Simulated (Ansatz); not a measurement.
## Single-point calculation of AlHBrCl₃

- system: AlHBrCl₃
- method: RKS PBE0-D4/def2-TZVPP (Ansatz 0.2.0)

The geometry is the reactant side of a reaction. The reaction was set up to form Al1–Br6 and Cl2–H5 and to break Al1–Cl2 and H5–Br6 (atoms counted from 1 in the order of the input); sticks are drawn by distance alone. The geometry comes from this level: PBE0-D4/def2-TZVP.

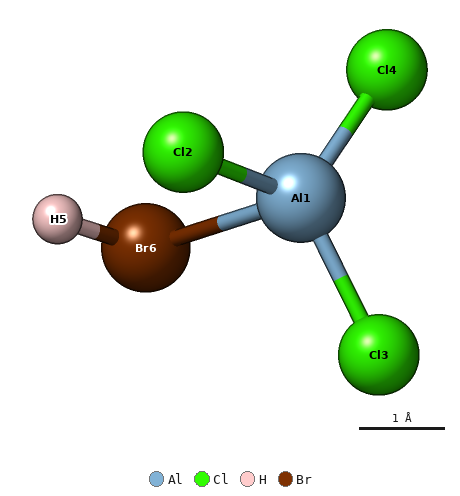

*The structure as given in the input (ball-and-stick view, seen at a tilt; atoms are numbered from 1 in the order of the input). Sticks mark near contacts.*

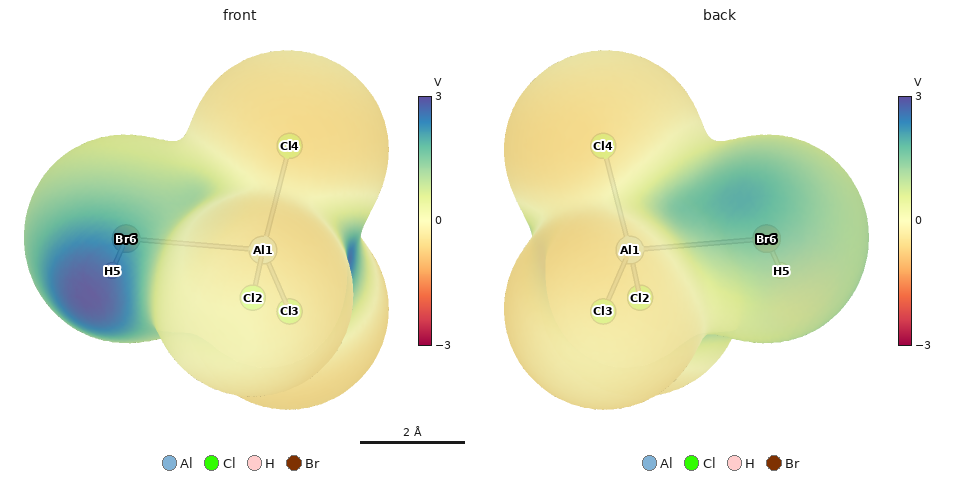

*The electrostatic potential painted on the density surface at 0.002 e/bohr³, seen at a tilt and from behind; the colour scale runs from red (negative) to blue (positive).*

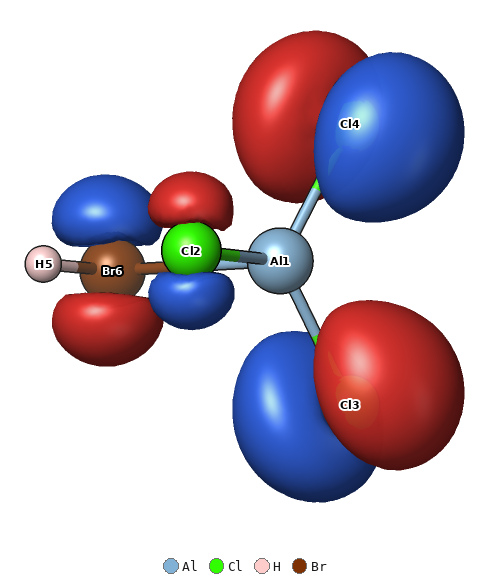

*The HOMO−1 at ±0.1 Å⁻³ᐟ² (red and blue are the two phases), seen face on.*

Its energy is −9.21 eV.

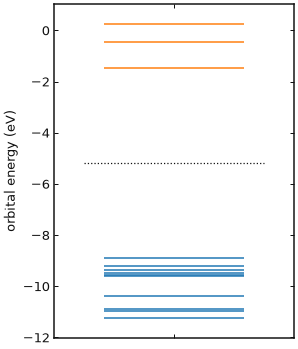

*Orbital energies near the frontier; the dotted line parts filled from empty levels, and levels within 0.02 eV of each other stand side by side.*

Highest filled −8.91 eV, lowest empty −1.45 eV, 7.46 eV apart.

The input and output of the run follow.

**The input**
```yaml
crystal:
  periodic: [false, false, false]
  atoms:
    - {symbol: Al, position_ang: [-0.147348, 0.586765, -0.519426]}
    - {symbol: Cl, position_ang: [1.844685, 0.080011, -0.946605]}
    - {symbol: Cl, position_ang: [-1.635180, -0.080827, -1.822250]}
    - {symbol: Cl, position_ang: [-0.508472, 2.325812, 0.576921]}
    - {symbol: H, position_ang: [0.895258, -1.675916, 1.260608]}
    - {symbol: Br, position_ang: [-0.449043, -1.235946, 1.450651]}
basis:
  gaussian: {orbitals: def2-TZVPP}
hamiltonian: {xc: pbe0, dispersion: d4}
output: {orbitals: {seedname: orbitals}}
```

Run as:
```bash
ansatz run in.yaml --threads 8 --pin off --events-out ev --progress --plain --max-ram 19148MiB
```

**Output**
```
Functional definition: PBE0
  name "PBE0"
  cite "Adamo & Barone, J. Chem. Phys. 110, 6158 (1999) doi:10.1063/1.478522"
  cite "Perdew, Burke & Ernzerhof, Phys. Rev. Lett. 77, 3865 (1996) doi:10.1103/PhysRevLett.77.3865"
  parent pbe
  parameter a = 0.25
  parameter kappa = 0.804
  parameter beta = 0.06672455060314922
  exchange = (1 - a)*pbe_x(kappa = kappa, mu = beta*pi^2/3) + a*exact_x
  correlation = pbe_c(beta = beta)
1747 factors; their error is unknown
mean field evaluation 1: about -114209.8826 eV, gradient 2.3e1 eV
mean field evaluation 2: about -114210.1600 eV, gradient 2.2e1 eV
mean field evaluation 4: about -114211.0617 eV, gradient 1.2e0 eV
mean field evaluation 8: about -114211.6051 eV, gradient 4.4e-1 eV
mean field evaluation 16: about -114211.6053 eV, gradient 2.7e-5 eV
mean field -114211.60525698 eV, -4197.1990777876 hartree, gradient 2.7e-5 eV, S^2 0.000000; 0 other end points of the search recorded, 0 dependent functions left out
reference -114211.60528790 eV, -4197.1990789238 hartree; 50, 50 occupied and 180, 180 virtual orbitals, 1747 factors
Total energy: -114211.82876404 eV, -4197.2072915205 hartree
```

**Results in brief**

```json
{"quantity": "outcome", "value": "converged"}
{"quantity": "total energy", "value": "−114211.8288 eV"}
{"quantity": "mean-field energy", "value": "−114211.6053 eV"}
{"quantity": "dispersion energy", "value": "−0.2235 eV"}
{"quantity": "SCF solution under orbital rotations", "value": "stable"}
{"quantity": "HOMO", "value": "−8.91 eV"}
{"quantity": "LUMO", "value": "−1.45 eV"}
{"quantity": "hardware", "value": "8 threads of Arm Neoverse V1, 23 GiB of memory available, shared host"}
{"quantity": "wall time", "value": "5.5 s (CPU time 31 s)"}
{"quantity": "peak memory", "value": "1 GiB"}
```
